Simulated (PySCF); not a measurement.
## Electronic structure of C$_{2}$H$_{5}$FO$_{4}$Si$_{2}$ in real space

The calculation's input:

```
{"job": {"kind": "nmr", "xc": "PBE0", "basis": "pcSseg-1"}, "charge": 0, "multiplicity": 1}
O     -2.547203     0.478313     1.062787
C     -1.415496     0.741825     0.737994
O     -1.081766     1.887346     0.142661
C     -0.277744    -0.214031     0.861625
O      0.979140     0.426899     0.847803
Si     1.980657     0.132021    -0.380991
F      2.188161     1.414772    -1.302843
O      1.130974    -0.969486    -1.249966
Si    -0.334077    -1.396917    -0.693311
H     -1.859694     2.459821     0.052738
H     -0.384336    -0.761913     1.800684
H      3.241970    -0.415341     0.030365
H     -0.290088    -2.784977    -0.260912
H     -1.331176    -0.998805    -1.670801
```

Run with:

```sh
OMP_NUM_THREADS=1 python probes_run.py task.json out
```

Geometry: GFN2-xTB.

Theory: PySCF 2.14.0, PBE0/pcSseg-1, SCF density, gas phase, non-relativistic.

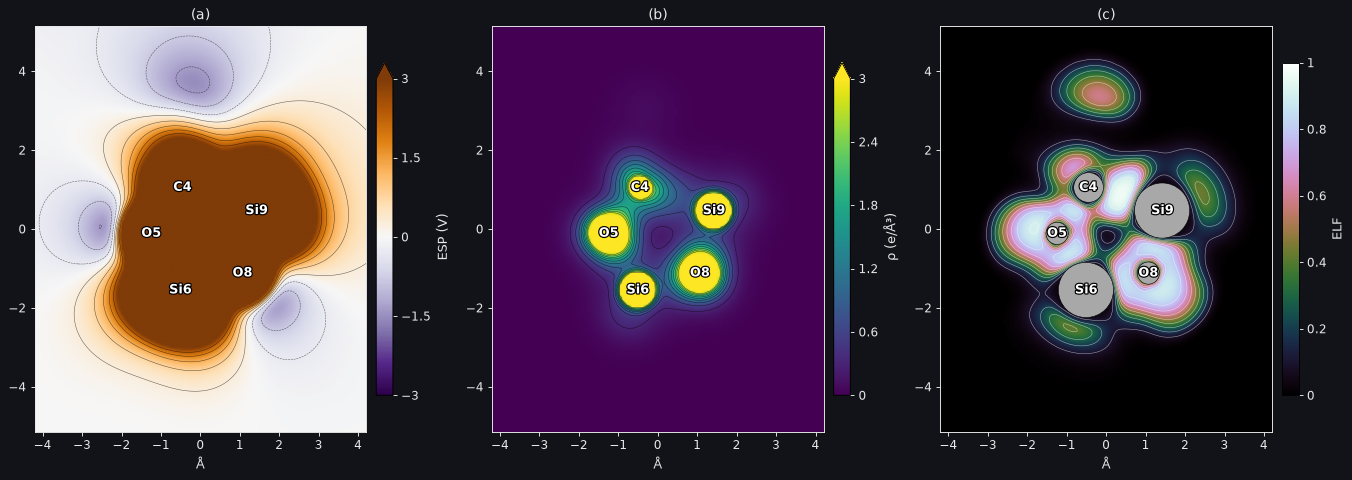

Figure 1. (a) electrostatic potential; (b) total electron density; (c) ELF on the plane of atoms O5, C4 and Si9. Grey discs cover the atomic cores in the ELF map.

Read the bonding off the picture.

Answer.
- The section cuts through C, O and Si sites.
- Si–O (1.61 Å): ρ at the midpoint is about 1.2 e/Å³; the ELF peaks at about 0.85 between the atoms: a short, strongly polar bond.
- C–Si (1.95 Å): ρ at the midpoint is about 0.87 e/Å³; the ELF peaks at about 0.95 between the atoms; a covalent bond.
- The ELF also peaks beside O8 and O5, away from the bonds: lone-pair regions.
- Outside the dense part of the molecule the potential is most negative (−1.5 V) near O1, which lies off the plane.

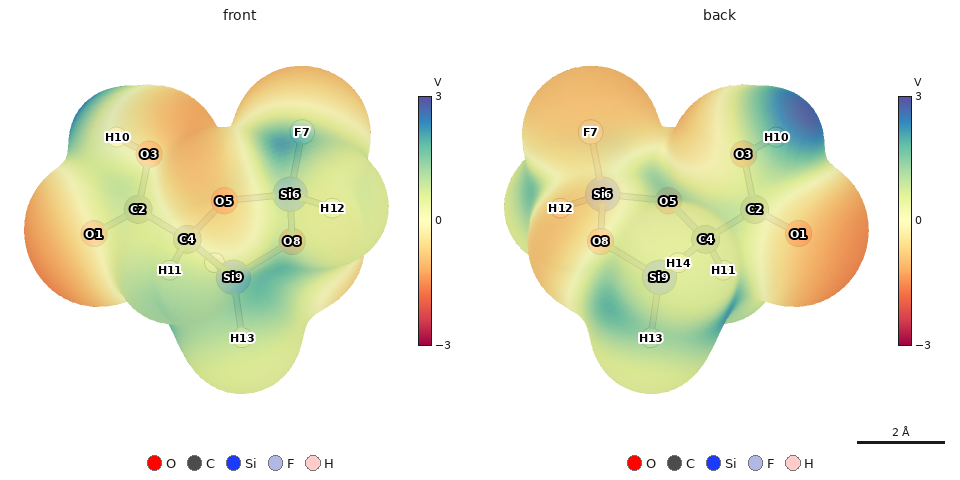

Figure 2. The electrostatic potential painted on the density surface at 0.002 e/bohr³, seen from the front and from behind; the colour scale runs from red (negative) to blue (positive).

Where is the surface potential most negative and most positive?

Answer. The most negative region (about −1.5 V, or −35 kcal/mol for a unit charge) lies over O1, the most positive (about +2.7 V, or +62 kcal/mol for a unit charge) over H10. O1 is the likeliest acceptor of a hydrogen bond.
